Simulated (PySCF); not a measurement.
# H2N (amide anion): the cost of one run

The runs use PySCF 2.14.0, with density-fitted response routines of our own; the level of theory stands in each step. All values are computed, except where a source is named. Atoms are numbered from 0 throughout.

## Step 1: The starting structure

3 atoms, charge -1, multiplicity 1; geometry from: GFN2-xTB. The atoms were then displaced at random by about 0.01 Å, so the start is not that level's minimum.

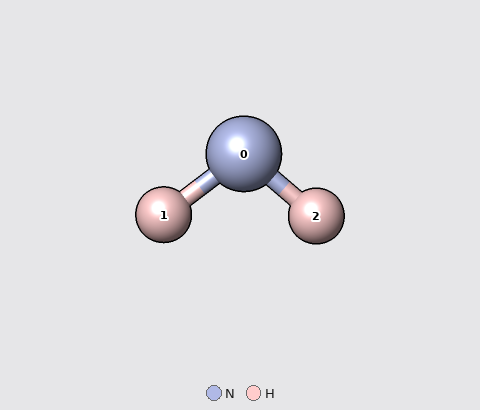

As it starts; nitrogen light blue, hydrogen pink, atoms numbered; sticks join atoms by distance.

## Step 2: Relaxing the molecule at PBE0-D3(BJ)/def2-SVP

What the job is given:

```
{"job": {"xc": "PBE0", "basis": "def2-SVP", "d3": "d3bj", "grid": 1, "shake": 0.01, "kind": "geom"}, "charge": -1, "multiplicity": 1}
N      0.025290     0.420220     0.001710
H     -0.813670    -0.226730    -0.013530
H      0.794390    -0.228420    -0.007360
```

Run with:

```sh
> OMP_NUM_THREADS=1 python probes_run.py task.json out
```

One launch serves the whole session: the jobs run in the order shown.

**Question.** How long does this first job take on 1 thread of Intel Xeon at 2.50GHz, shared host, and how much memory does it need?

About 3.1 s, with a peak of 0.23 GiB.
